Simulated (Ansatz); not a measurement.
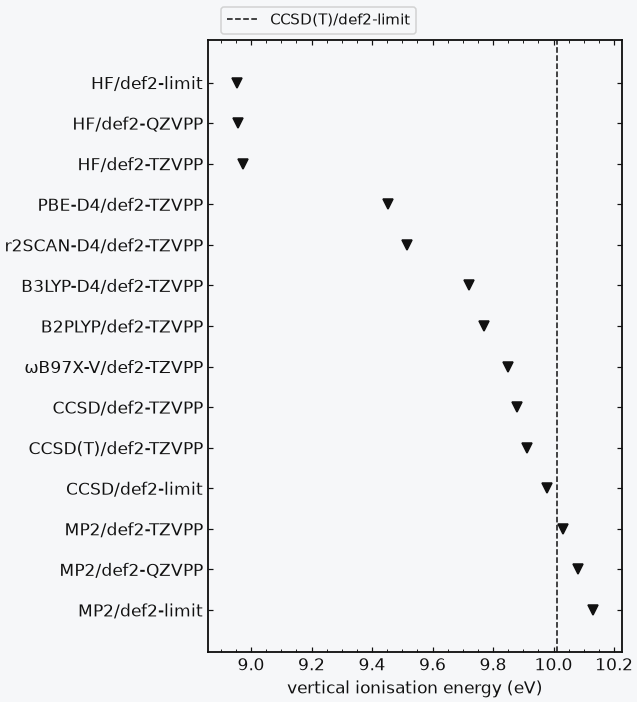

Vertical ionisation energy of C₂H₇Al, SMILES C[CH2][AlH2], singlet, taken as the energy of the cation less that of the neutral at fixed geometry (unrestricted doublet cation, cores frozen in correlated methods, no spin-orbit coupling), the Ansatz code, at a PBE0-D4/def2-TZVP geometry (a minimum by its frequencies). Limit means an estimate of the basis limit from triple and quadruple zeta; for coupled cluster it is either extrapolated directly or built as the MP2 limit plus the step from MP2 in triple zeta. B2PLYP/def2-TZVPP holds a correlation term that converges slowly with the basis, so part of the distance to the limit is basis error. The distance of CCSD/def2-TZVPP, CCSD(T)/def2-TZVPP, MP2/def2-TZVPP and MP2/def2-QZVPP to the limit includes basis error.

### Which level comes closest to the line (CCSD(T)/def2-limit), and which misses most?

Closest MP2/def2-TZVPP (10.03 eV), against 10.01 eV; farthest HF/def2-limit (8.95 eV).

### What range do the values span, the line included?

From 8.95 eV (HF/def2-limit) to 10.13 eV (MP2/def2-limit).
